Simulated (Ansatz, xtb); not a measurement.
**GeH2Cl (SMILES [Cl][GeH2]): the vertical ionisation energy, rung by rung**

GeH2Cl has 4 atoms, charge 0, and is taken as a doublet. SMILES: `[Cl][GeH2]`. The shape is that of a PBE0-D4/def2-TZVP optimisation.

Each level gives the vertical ionisation energy (to the singlet cation) (eV). The values are calculated.

```json
{"level": "GFN2-xTB", "kind": "semi-empirical", "program": "xtb", "value (eV)": "12.81", "CPU time (all runs)": "under 2 s"}
{"level": "GFN1-xTB", "kind": "semi-empirical", "program": "xtb", "value (eV)": "12.75", "CPU time (all runs)": "under 2 s"}
{"level": "UHF/STO-3G", "kind": "Hartree–Fock", "program": "Ansatz", "value (eV)": "7.07", "CPU time (all runs)": "0.5 s"}
{"level": "USVWN5/STO-3G", "kind": "LDA", "program": "Ansatz", "value (eV)": "7.12", "CPU time (all runs)": "2.4 s"}
{"level": "U-revPBE/STO-3G", "kind": "GGA", "program": "Ansatz", "value (eV)": "7.20", "CPU time (all runs)": "3.6 s"}
{"level": "UBLYP/STO-3G", "kind": "GGA", "program": "Ansatz", "value (eV)": "7.04", "CPU time (all runs)": "3.9 s"}
{"level": "UPBE/STO-3G", "kind": "GGA", "program": "Ansatz", "value (eV)": "7.20", "CPU time (all runs)": "3.6 s"}
{"level": "U-r2SCAN/STO-3G", "kind": "meta-GGA", "program": "Ansatz", "value (eV)": "7.41", "CPU time (all runs)": "11 s"}
{"level": "U-r2SCAN0/STO-3G", "kind": "hybrid meta-GGA", "program": "Ansatz", "value (eV)": "7.56", "CPU time (all runs)": "11 s"}
{"level": "UB3LYP/STO-3G", "kind": "global hybrid", "program": "Ansatz", "value (eV)": "7.37", "CPU time (all runs)": "4.2 s"}
```

All-electron rows without a relativistic Hamiltonian named are non-relativistic. The values span 7.04 to 12.81 eV. The xTB values lack the empirical shift that such differences need. All rows use very small basis sets, so even the best lies far from the true value. CPU times are rough (shared hosts, several kinds of processor): they show what a rung costs within a factor of a few.

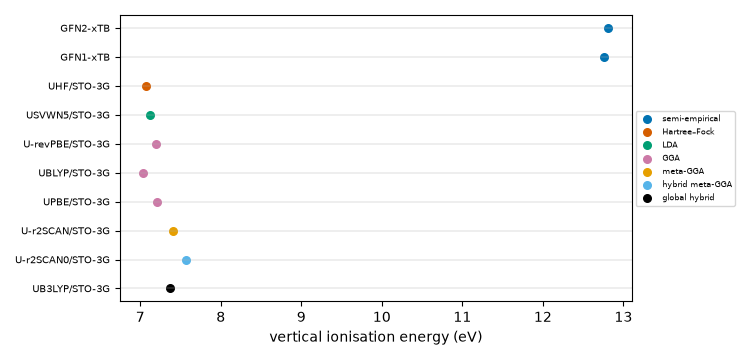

The values of the table, level by level.
